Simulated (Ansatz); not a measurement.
## Nb wire along [110], 33 atoms a period: bands along the axis

What gap, if any, does the Nb wire along [110], 33 atoms a period have, and how many channels would it open?

Calculated with Ansatz 0.2.0; DFT PBE, plane waves, PAW; relaxation of a wire's period; PAW set soft_1, in the first sound run; inputs show where later runs differ.

**1. The structure**

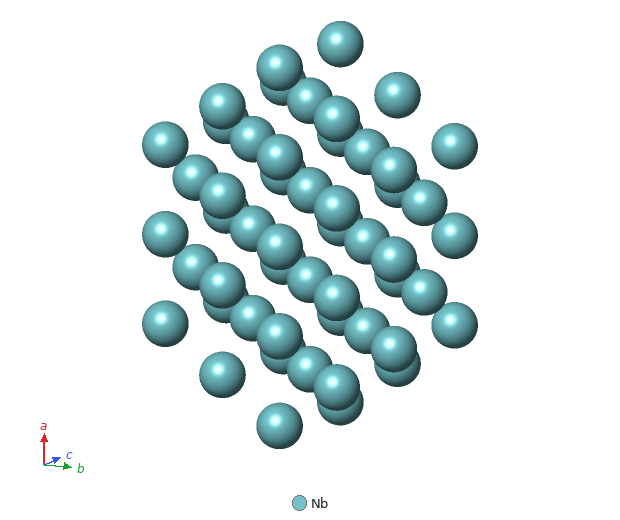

Start, viewed at a slant to the c axis; niobium teal. Some periodic images of atoms are drawn too.

The cell holds 33 atoms: 33 Nb. Cell: a = 20.040 Å, b = 16.162 Å, c = 4.681 Å, α = 90.0°, β = 90.0°, γ = 90.0°. Vacuum lies along a and b. The structure's axis is c.

**2. The relaxed wire**

Band widths follow the bond lengths, so the wire is relaxed first. The atoms and the third cell vector are free; the box across stays fixed as vacuum. A Fermi-Dirac smearing is set since the result may be a metal. The pressure printed is a third of the stress's trace over the whole box, vacuum included; only the stress along the axis is relaxed.

Input file input.yaml:

```yaml
crystal:
  lattice:
    - [20.04, 0.0, 0.0]
    - [0.0, 16.162, 0.0]
    - [0.0, 0.0, 4.6810468915]
  atoms:
    - { symbol: Nb, position: [0.169660679, 0.500002901, 0.0] }
    - { symbol: Nb, position: [0.252245509, 0.64481935, 0.0] }
    - { symbol: Nb, position: [0.334830339, 0.500002901, 0.0] }
    - { symbol: Nb, position: [0.334830339, 0.789635799, 0.0] }
    - { symbol: Nb, position: [0.41741517, 0.64481935, 0.0] }
    - { symbol: Nb, position: [0.5, 0.500002901, 0.0] }
    - { symbol: Nb, position: [0.5, 0.789635799, 0.0] }
    - { symbol: Nb, position: [0.58258483, 0.64481935, 0.0] }
    - { symbol: Nb, position: [0.665169661, 0.500002901, 0.0] }
    - { symbol: Nb, position: [0.665169661, 0.789635799, 0.0] }
    - { symbol: Nb, position: [0.747754491, 0.64481935, 0.0] }
    - { symbol: Nb, position: [0.830339321, 0.500002901, 0.0] }
    - { symbol: Nb, position: [0.252245509, 0.500002901, 0.5] }
    - { symbol: Nb, position: [0.334830339, 0.355186453, 0.5] }
    - { symbol: Nb, position: [0.334830339, 0.64481935, 0.5] }
    - { symbol: Nb, position: [0.41741517, 0.210370004, 0.5] }
    - { symbol: Nb, position: [0.41741517, 0.500002901, 0.5] }
    - { symbol: Nb, position: [0.41741517, 0.789635799, 0.5] }
    - { symbol: Nb, position: [0.5, 0.355186453, 0.5] }
    - { symbol: Nb, position: [0.5, 0.64481935, 0.5] }
    - { symbol: Nb, position: [0.58258483, 0.210370004, 0.5] }
    - { symbol: Nb, position: [0.58258483, 0.500002901, 0.5] }
    - { symbol: Nb, position: [0.58258483, 0.789635799, 0.5] }
    - { symbol: Nb, position: [0.665169661, 0.355186453, 0.5] }
    - { symbol: Nb, position: [0.665169661, 0.64481935, 0.5] }
    - { symbol: Nb, position: [0.747754491, 0.500002901, 0.5] }
    - { symbol: Nb, position: [0.252245509, 0.355186453, 0.0] }
    - { symbol: Nb, position: [0.334830339, 0.210370004, 0.0] }
    - { symbol: Nb, position: [0.41741517, 0.355186453, 0.0] }
    - { symbol: Nb, position: [0.5, 0.210370004, 0.0] }
    - { symbol: Nb, position: [0.58258483, 0.355186453, 0.0] }
    - { symbol: Nb, position: [0.665169661, 0.210370004, 0.0] }
    - { symbol: Nb, position: [0.747754491, 0.355186453, 0.0] }
kpoints:
  mp_grid: { grid: [1, 1, 18] }
scf:
  occupations: { method: fermi_dirac, width: 0.05 }
hamiltonian:
  xc: pbe
  pseudopotentials: { kind: paw, azcp: { folder: soft_1 } }
relax:
  cell: { fix: [a, b, alpha, beta, gamma] }
  max_steps: 45
  f_tol: 0.03
```

The run is started by

```sh
$ ansatz run input.yaml --threads 4 --pin off --max-ram 16384MiB --backend cpu --events-out ev --progress --plain --runs-dir out
```

Numbers of over 12 decimals in the logs are rounded to 6 here.

What it wrote:

```text
Engine: ansatz 0.2.0, aarch64-unknown-linux-gnu
Pseudopotentials: kind: paw
Pseudopotential: Nb, paw, valence charge 13, recommended cutoff 420 eV (normal), soft_1/Nb.paw.azcp
Functional definition: PBE
  parameter kappa = 0.804
  parameter beta = 0.066725
  exchange = pbe_x(kappa = kappa, mu = beta*pi^2/3)
  correlation = pbe_c(beta = beta)
Crystal: 33 atoms, lattice volume = 1516.128 Å³
Basis set: ecut = 420 eV, 29591 PW (Γ), exchange–correlation on 270×240×64 points (8 copies of the dense FFT grid, shifted against one another)
Bands: 258, of which v1, the nominal top of the filled ones, is band 215 counted from 1 (214 counted from 0)
Symmetry: 8 space group operations
Space group: Pmmm (ITA 47), of the structure as read, at distance tolerance 1.1e-4 Å
k-points: 10 of 18
Non-local potential: Nb, projectors of the file, l = 0: 3, l = 1: 2, l = 2: 2, l = 3: 1
PAW form: soft (Blöchl's): semilocal exchange-correlation on the pseudo side does not see the compensation charge
PAW one-centre angular grid: Nb, 590 points (default); XC on 64 Gauss nodes
Initial density: superposition of atomic densities (neutral atoms: chi_scale 0, normalization atom)
Initial wavefunctions: pseudopotential atomic-orbital guess
Functional: x = pbe(κ = 0.804, μ = 0.219515), c = pbe(β = 0.066725)
SCF iter   1: F=—  HF=-150237.919196 eV  |F-HF|=—  |Δ(HF+E_count)|=         —  Δρ=6.15e-2  dr2=5.69e2  ethr=3.10e-3  ⟨swp⟩=11.8  Hψ=13072  notcnv=0  defer=18
preconditioner: auto → LDOS  [metal: Δε(μ)=0.019 eV  Ē_g=3.619 eV  σ=0.050 eV  W_gap=0.09  n_scr=290 (ndim 8)  ℏωp=12.2 eV  f_vac=0.458  D(μ)=42.12/eV (n_scr^D=298)  β→1.0]
SCF iter   2: F=—  HF=-150217.246626 eV  |F-HF|=—  |Δ(HF+E_count)|=    2.07e1  Δρ=6.05e-2  dr2=6.95e2  ethr=3.10e-3  ⟨swp⟩=9.0  Hψ=9140  notcnv=0  defer=140
SCF iter   3: F=—  HF=-150198.110311 eV  |F-HF|=—  |Δ(HF+E_count)|=    1.91e1  Δρ=1.69e-2  dr2=5.39e1  ethr=3.10e-3  ⟨swp⟩=6.4  Hψ=7613  notcnv=0  defer=62
SCF iter   4: F=—  HF=-150196.069548 eV  |F-HF|=—  |Δ(HF+E_count)|=    2.04e0  Δρ=5.60e-3  dr2=6.88e0  ethr=3.10e-3  ⟨swp⟩=3.2  Hψ=3407  notcnv=0  defer=102
SCF iter   5: F=—  HF=-150195.748873 eV  |F-HF|=—  |Δ(HF+E_count)|=   3.21e-1  Δρ=1.68e-3  dr2=1.97e-1  ethr=1.60e-3  ⟨swp⟩=3.6  Hψ=3334  notcnv=0  defer=102
SCF iter   6: F=—  HF=-150195.755621 eV  |F-HF|=—  |Δ(HF+E_count)|=   6.75e-3  Δρ=8.39e-4  dr2=3.61e-2  ethr=4.60e-5  ⟨swp⟩=4.3  Hψ=4137  notcnv=0  defer=92
SCF iter   7: F=—  HF=-150195.752739 eV  |F-HF|=—  |Δ(HF+E_count)|=   2.88e-3  Δρ=1.77e-4  dr2=7.73e-4  ethr=8.41e-6  ⟨swp⟩=2.9  Hψ=3862  notcnv=0  defer=76
SCF iter   8: F=—  HF=-150195.752938 eV  |F-HF|=—  |Δ(HF+E_count)|=   1.99e-4  Δρ=6.62e-5  dr2=1.96e-4  ethr=1.80e-7  ⟨swp⟩=3.7  Hψ=4753  notcnv=0  defer=75
SCF iter   9: F=—  HF=-150195.752983 eV  |F-HF|=—  |Δ(HF+E_count)|=   4.46e-5  Δρ=1.83e-5  dr2=1.41e-5  ethr=4.56e-8  ⟨swp⟩=2.2  Hψ=3349  notcnv=0  defer=74
SCF iter  10: F=—  HF=-150195.753948 eV  |F-HF|=—  |Δ(HF+E_count)|=   9.66e-4  Δρ=7.27e-6  dr2=2.15e-6  ethr=3.28e-9  ⟨swp⟩=3.0  Hψ=3573  notcnv=0  defer=74
SCF iter  11: F=—  HF=-150195.753948 eV  |F-HF|=—  |Δ(HF+E_count)|=   2.36e-7  Δρ=2.39e-6  dr2=2.92e-7  ethr=5.01e-10  ⟨swp⟩=2.1  Hψ=3376  notcnv=0  defer=74
SCF iter  12: F=-150195.753948 eV  HF=-150195.753948 eV  |F-HF|=1.62e-8  |Δ(HF+E_count)|=   3.70e-8  Δρ=8.65e-7  dr2=3.56e-8  ethr=2.33e-11  ⟨swp⟩=5.2  Hψ=7968  notcnv=0
SCF 1 converged in 12 iterations: F = -150195.753948 eV  dr2 = 3.56e-8
  greatest PAW one-centre occupation: 0.998 electrons in one spin orbital (limit 2), on the Nb atom at site 21 (counted from 0), in its partial waves of l = 0
relax step   1: F+E_penalty+E_count = -150195.75394847 eV  Δ(F+E_penalty+E_count) = +0.000e0 eV  max|allowed force component| = 2.868e0 eV/Å  Δτ_max = 0.0000 Å  P = -4.548 GPa  Ω = 1516.128 Å³  fix = [a, b, alpha, beta, gamma]  reactions: a -4.339, b -4.195 GPa  (12 SCF iters, dr2 threshold 1.00e-7 eV, accepted)
Crystal: 33 atoms, lattice volume = 1477.921 Å³
Basis set: ecut = 420 eV, 28959 PW (Γ), exchange–correlation on 270×240×64 points (8 copies of the dense FFT grid, shifted against one another)
Initial density: handed on by an earlier stage of this run
Initial wavefunctions: those handed on with the density
iter 1 solved again at ethr=1.04e-3 eV; its pass at ethr=3.10e-3 eV (dr2=4.48e0 eV) is discarded
SCF iter   1: F=—  HF=-150199.189872 eV  |F-HF|=—  |Δ(HF+E_count)|=         —  Δρ=1.01e-2  dr2=4.63e0  ethr=1.04e-3  ⟨swp⟩=4.5  Hψ=12922  notcnv=0
preconditioner: auto → LDOS  [metal: Δε(μ)=0.016 eV  Ē_g=2.948 eV  σ=0.050 eV  W_gap=0.08  n_scr=286 (ndim 8)  ℏωp=12.4 eV  f_vac=0.482  D(μ)=40.53/eV (n_scr^D=294)  β→1.0]
SCF iter   2: F=—  HF=-150198.894613 eV  |F-HF|=—  |Δ(HF+E_count)|=   2.95e-1  Δρ=4.60e-3  dr2=1.27e0  ethr=1.04e-3  ⟨swp⟩=3.7  Hψ=4309  notcnv=0  defer=11
SCF iter   3: F=—  HF=-150198.787951 eV  |F-HF|=—  |Δ(HF+E_count)|=   1.07e-1  Δρ=1.60e-3  dr2=1.66e-1  ethr=2.95e-4  ⟨swp⟩=2.7  Hψ=4188  notcnv=0  defer=91
SCF iter   4: F=—  HF=-150198.769645 eV  |F-HF|=—  |Δ(HF+E_count)|=   1.83e-2  Δρ=3.97e-4  dr2=5.95e-3  ethr=3.86e-5  ⟨swp⟩=2.1  Hψ=3788  notcnv=0  defer=93
SCF iter   5: F=—  HF=-150198.769470 eV  |F-HF|=—  |Δ(HF+E_count)|=   1.76e-4  Δρ=1.19e-4  dr2=6.81e-4  ethr=1.39e-6  ⟨swp⟩=2.3  Hψ=4065  notcnv=0  defer=93
SCF iter   6: F=—  HF=-150198.770324 eV  |F-HF|=—  |Δ(HF+E_count)|=   8.54e-4  Δρ=3.86e-5  dr2=5.39e-5  ethr=1.59e-7  ⟨swp⟩=2.0  Hψ=3480  notcnv=0  defer=95
SCF iter   7: F=—  HF=-150198.770334 eV  |F-HF|=—  |Δ(HF+E_count)|=   1.07e-5  Δρ=1.21e-5  dr2=5.43e-6  ethr=1.26e-8  ⟨swp⟩=2.4  Hψ=4069  notcnv=0  defer=95
SCF iter   8: F=-150198.770336 eV  HF=-150198.770336 eV  |F-HF|=2.43e-7  |Δ(HF+E_count)|=   1.68e-6  Δρ=4.58e-6  dr2=6.86e-7  ethr=7.69e-10  ⟨swp⟩=4.4  Hψ=8147  notcnv=0
SCF 2 converged in 8 iterations: F = -150198.770336 eV  dr2 = 6.86e-7
relax step   2: F+E_penalty+E_count = -150198.77033581 eV  Δ(F+E_penalty+E_count) = -3.016e0 eV  max|allowed force component| = 8.850e-1 eV/Å  Δτ_max = 0.1950 Å  P = -1.626 GPa  Ω = 1477.921 Å³  energy of the carried Pulay correction = +1.960e-3 eV  fix = [a, b, alpha, beta, gamma]  reactions: a -1.489, b -1.594 GPa  (8 SCF iters, dr2 threshold 3.30e-6 eV, accepted)
Crystal: 33 atoms, lattice volume = 1454.114 Å³
Basis set: ecut = 420 eV, 28499 PW (Γ), exchange–correlation on 270×240×64 points (8 copies of the dense FFT grid, shifted against one another)
iter 1 solved again at ethr=2.89e-3 eV; its pass at ethr=3.10e-3 eV (dr2=1.24e1 eV) is discarded
[...]
iter 1 solved again at ethr=8.06e-6 eV; its pass at ethr=3.10e-3 eV (dr2=3.46e-2 eV) is discarded
SCF iter   1: F=—  HF=-150199.242299 eV  |F-HF|=—  |Δ(HF+E_count)|=         —  Δρ=4.07e-5  dr2=4.68e-6  ethr=8.06e-6  ⟨swp⟩=4.8  Hψ=16950  notcnv=0
eigensolver tolerance schedule: the retry pair's looser diagonalisation over-reported the residual by 7387.02 of it (diagonalisation noise at an unbounded share of the residual, at the tolerance the schedule requests for it); recorded, not acted on — ethr = c·dr2/N_el stays at c = 1.0e-1
preconditioner: auto → LDOS  [metal: Δε(μ)=0.013 eV  Ē_g=3.003 eV  σ=0.050 eV  W_gap=0.06  n_scr=286 (ndim 8)  ℏωp=12.5 eV  f_vac=0.486  D(μ)=40.34/eV (n_scr^D=290)  β→1.0]
SCF iter   2: F=—  HF=-150199.242988 eV  |F-HF|=—  |Δ(HF+E_count)|=   6.89e-4  Δρ=1.08e-5  dr2=3.95e-6  ethr=1.09e-9  ⟨swp⟩=4.7  Hψ=7754  notcnv=0
SCF iter   3: F=—  HF=-150199.242988 eV  |F-HF|=—  |Δ(HF+E_count)|=   6.59e-7  Δρ=3.39e-6  dr2=2.33e-7  ethr=9.20e-10  ⟨swp⟩=2.2  Hψ=3615  notcnv=0
SCF iter   4: F=—  HF=-150199.242988 eV  |F-HF|=—  |Δ(HF+E_count)|=   6.52e-9  Δρ=1.10e-6  dr2=4.08e-8  ethr=5.42e-11  ⟨swp⟩=2.4  Hψ=4493  notcnv=0
SCF iter   5: F=—  HF=-150199.242988 eV  |F-HF|=—  |Δ(HF+E_count)|=   4.71e-9  Δρ=2.47e-7  dr2=1.36e-9  ethr=9.51e-12  ⟨swp⟩=2.1  Hψ=3668  notcnv=0
SCF iter   6: F=—  HF=-150199.242988 eV  |F-HF|=—  |Δ(HF+E_count)|=  5.82e-11  Δρ=1.16e-7  dr2=6.00e-10  ethr=1.00e-12  ⟨swp⟩=5.3  Hψ=9626  notcnv=0
SCF iter   7: F=-150199.242988 eV  HF=-150199.242988 eV  |F-HF|=5.82e-11  |Δ(HF+E_count)|=  8.73e-11  Δρ=3.90e-8  dr2=4.71e-11  ethr=1.00e-12  ⟨swp⟩=4.4  Hψ=7490  notcnv=0
SCF 8 converged in 7 iterations: F = -150199.242988 eV  dr2 = 4.71e-11
relax step   8: F+E_penalty+E_count = -150199.24298769 eV  Δ(F+E_penalty+E_count) = +2.863e-3 eV  max|allowed force component| = 1.570e-2 eV/Å  Δτ_max = 0.0000 Å  P = -0.036 GPa  Ω = 1457.116 Å³  fix = [a, b, alpha, beta, gamma]  reactions: a -0.002, b -0.147 GPa  stress off target by 3.96e-2 GPa on what of the cell is left free  SCF on the basis re-selected at this cell (its energy is not comparable with the rows above)  (7 SCF iters)
basis re-selected at this cell: Δ(F+E_penalty+E_count) = +2.863e-3 eV, ΔP = +0.000 GPa vs the last step (what re-selecting the basis moved, of the pressure what is left beyond the Pulay correction that the steps carried, after the strain that the cell walked since its last selection, with what the two solves' SCF thresholds leave and, on support functions, any second-order correction that the steps lacked; it is no m [...]
SCF converged after 7 iterations
Free energy (F): -150199.242988 eV
Harris-Foulkes:  -150199.242988 eV  (|F-HF|=5.82e-11)
Internal energy: -150198.910824 eV  (E = F + TS)
E sigma→0 (E₀):  -150199.076906 eV
Entropy (-TS):   -0.332163 eV (-10.066 meV/atom)
Fermi energy:    5.304017 eV
--- Per-component energies (eV) ---
  E_band       = -7613.236449
  E_kinetic    = 12313.879825
  E_local      = -247443.878274  (includes V_loc(G=0)·N_el)
  E_nonlocal   = 3173.209544
  E_hartree    = 117419.924934
  E_xc         = -5447.923368
  E_vxc        = -6592.760223  (∫ρ·V_xc dr)
  E_paw        = -101724.494586  (= ΣΔE_a)
  E_vpaw       = -3903.538029  (= ΣTr[D̂ρ^β])
  E_aug_tail   = 0.001437  (compensation charges beyond the density's cutoff)
  E_ewald      = 71510.369664
  E_smearing   = -0.332163  (= −TS)
  E_closure    = -0.000000  (closes the sum)
  Σ components = -150199.242988   (vs F -150199.242988, Δ=0.00e0)
--- Forces (eV/Å), atoms counted from 1 ---
  atom   1  Nb    -0.00704523     0.00000000     0.00000000
  atom   2  Nb     0.00698609    -0.01251292     0.00000000
  atom   3  Nb     0.00514500     0.00000000     0.00000000
  atom   4  Nb     0.00357926    -0.01265583     0.00000000
  atom   5  Nb     0.00332863     0.01040526     0.00000000
  atom   6  Nb     0.00000000     0.00000000     0.00000000
  atom   7  Nb     0.00000000    -0.00849834     0.00000000
  atom   8  Nb    -0.00332863     0.01040526     0.00000000
  atom   9  Nb    -0.00514500     0.00000000     0.00000000
  atom  10  Nb    -0.00357926    -0.01265583     0.00000000
  atom  11  Nb    -0.00698609    -0.01251292     0.00000000
  atom  12  Nb     0.00704523     0.00000000     0.00000000
  atom  13  Nb     0.00736212     0.00000000     0.00000000
  atom  14  Nb    -0.01569813     0.00131221     0.00000000
  atom  15  Nb    -0.01569813    -0.00131221     0.00000000
  atom  16  Nb     0.00297082     0.00074889     0.00000000
  atom  17  Nb    -0.00100283     0.00000000     0.00000000
  atom  18  Nb     0.00297082    -0.00074889     0.00000000
  atom  19  Nb    -0.00000000    -0.00433347     0.00000000
  atom  20  Nb     0.00000000     0.00433347     0.00000000
  atom  21  Nb    -0.00297082     0.00074889     0.00000000
  atom  22  Nb     0.00100283     0.00000000     0.00000000
  atom  23  Nb    -0.00297082    -0.00074889     0.00000000
  atom  24  Nb     0.01569813     0.00131221     0.00000000
  atom  25  Nb     0.01569813    -0.00131221     0.00000000
  atom  26  Nb    -0.00736212     0.00000000     0.00000000
  atom  27  Nb     0.00698609     0.01251292     0.00000000
  atom  28  Nb     0.00357926     0.01265583     0.00000000
  atom  29  Nb     0.00332863    -0.01040526     0.00000000
  atom  30  Nb     0.00000000     0.00849834     0.00000000
  atom  31  Nb    -0.00332863    -0.01040526     0.00000000
  atom  32  Nb    -0.00357926     0.01265583     0.00000000
  atom  33  Nb    -0.00698609     0.01251292     0.00000000
  max |Σ_I F_I| component: 5.20e-18 eV/Å
--- Stress (GPa, compression-positive) ---
       -0.001933       0.000000       0.000000
        0.000000      -0.146809       0.000000
        0.000000       0.000000       0.039592
  P = ⅓ Tr σ = -0.0364 GPa (-0.364 kbar)
--- Relaxed structure (7 steps of the walk, 6 accepted, 1 SCFs on fresh bases) ---
  F+E_penalty+E_count = -150199.24298769 eV   max|allowed force component| = 1.570e-2 eV/Å   (the final SCF, on the basis selected at the relaxed cell)
  cell:  # Å, volume = 1457.1155 Å³
    - [20.04, 0.0, 0.0]
    - [0.0, 16.162, 0.0]
    - [0.0, 0.0, 4.498846]
  atoms:
    - { symbol: Nb, position: [0.181996, 0.5, 0.0] }
    - { symbol: Nb, position: [0.250342, 0.634642, 0.0] }
    - { symbol: Nb, position: [0.333297, 0.5, 0.0] }
    - { symbol: Nb, position: [0.341883, 0.777487, 0.0] }
    - { symbol: Nb, position: [0.416156, 0.643664, 0.0] }
    - { symbol: Nb, position: [0.5, 0.5, 0.0] }
    - { symbol: Nb, position: [0.5, 0.789504, 0.0] }
    - { symbol: Nb, position: [0.583844, 0.643664, 0.0] }
    - { symbol: Nb, position: [0.666703, 0.5, 0.0] }
    - { symbol: Nb, position: [0.658117, 0.777487, 0.0] }
    - { symbol: Nb, position: [0.749658, 0.634642, 0.0] }
    - { symbol: Nb, position: [0.818004, 0.5, 0.0] }
    - { symbol: Nb, position: [0.253798, 0.5, 0.500000] }
    - { symbol: Nb, position: [0.334354, 0.351279, 0.500000] }
    - { symbol: Nb, position: [0.334354, 0.648721, 0.500000] }
    - { symbol: Nb, position: [0.418749, 0.211654, 0.500000] }
    - { symbol: Nb, position: [0.416983, 0.5, 0.500000] }
    - { symbol: Nb, position: [0.418749, 0.788346, 0.500000] }
    - { symbol: Nb, position: [0.5, 0.353491, 0.500000] }
    - { symbol: Nb, position: [0.5, 0.646509, 0.500000] }
    - { symbol: Nb, position: [0.581251, 0.211654, 0.500000] }
    - { symbol: Nb, position: [0.583017, 0.5, 0.500000] }
    - { symbol: Nb, position: [0.581251, 0.788346, 0.500000] }
    - { symbol: Nb, position: [0.665646, 0.351279, 0.500000] }
    - { symbol: Nb, position: [0.665646, 0.648721, 0.500000] }
    - { symbol: Nb, position: [0.746202, 0.5, 0.500000] }
    - { symbol: Nb, position: [0.250342, 0.365358, 0.0] }
    - { symbol: Nb, position: [0.341883, 0.222513, 0.0] }
    - { symbol: Nb, position: [0.416156, 0.356336, 0.0] }
    - { symbol: Nb, position: [0.5, 0.210496, 0.0] }
    - { symbol: Nb, position: [0.583844, 0.356336, 0.0] }
    - { symbol: Nb, position: [0.658117, 0.222513, 0.0] }
    - { symbol: Nb, position: [0.749658, 0.365358, 0.0] }
```

Wall time 14 min (4 threads of Arm Neoverse V1, shared host); peak memory 8.4 GiB; 54 min of CPU time.

Step by step:

```tsv
step	energy less that of the first step (eV)	largest force component (eV/Å)	pressure (GPa)	volume (Å³)
1	0.0000	2.8680	-4.55	1516.13
2	-3.0164	0.8850	-1.63	1477.92
3	-3.3691	0.2764	0.98	1454.11
4	-3.4716	0.1227	0.05	1456.11
5	-3.3320	0.6102	0.08	1446.12
6	-3.4894	0.0839	-0.09	1457.51
7	-3.4919	0.0156	-0.04	1457.12
8*	-3.4890	0.0157	-0.04	1457.12
```

Relaxation steps marked * repeat the geometry before them on a plane-wave basis chosen anew for their cell, so energy and pressure can jump there. Relaxation step 5 was tried and not accepted.

Forces are held to the 8 operations that the run works with; a distortion that breaks them can't arise in this run.

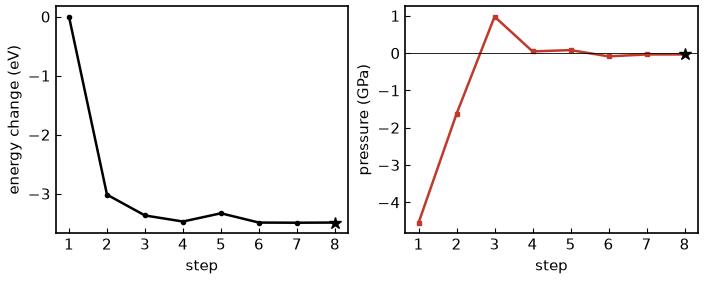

Energy and pressure along the relaxation. Stars mark steps on a basis chosen anew.

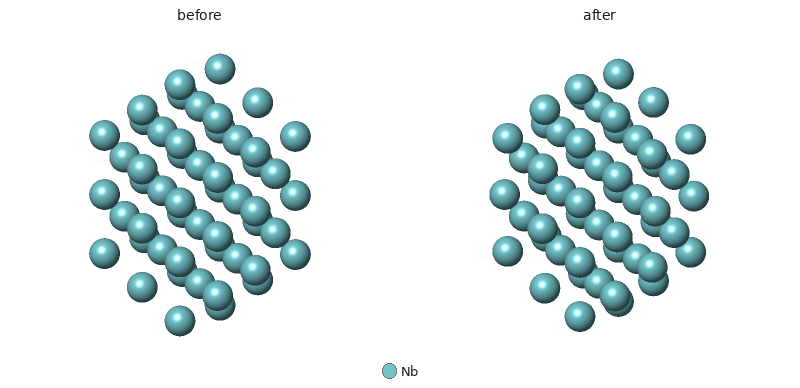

Before and after, at one scale.

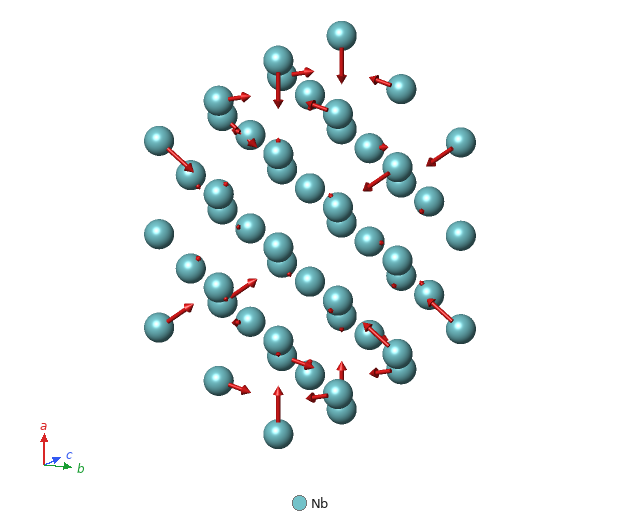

Displacements in the relaxation, exaggerated, measured against the changing cell; the longest in the cell stands for 0.25 Å. Some periodic images of atoms are drawn too.

```tsv
cell as run	before	after	change
c (Å)	4.681	4.499	-3.9 %
```

The atoms that moved most (Å, along periodic axes as changes of fractional coordinates times the final cell, across vacuum about the mean position):

```tsv
atom	dx	dy	dz	length
Nb12	-0.247	0.000	0.000	0.247
Nb1	0.247	0.000	0.000	0.247
Nb10	-0.141	-0.196	0.000	0.242
Nb4	0.141	-0.196	0.000	0.242
Nb32	-0.141	0.196	0.000	0.242
Nb28	0.141	0.196	0.000	0.242
Nb2	-0.038	-0.164	0.000	0.169
Nb11	0.038	-0.164	0.000	0.169
```

This step gave:

```yaml
energy_at_zero_smearing: -150199.0769 eV
cell_length_along_the_wire: 4.499 Å
```

The cell's length comes to 4.499 Å with spin left out.

(Part 1 of 2 ends here.)

[Logs are printed without paths, hosts, clocks, repeated set-up lines and the standing remarks that a program may print on its own settings, such as how far it seeks lower states.]

[Hosts, paths, dates, database ids (printed as entryN), source tags and the programs' standing remarks are cut or masked in the printed files.]
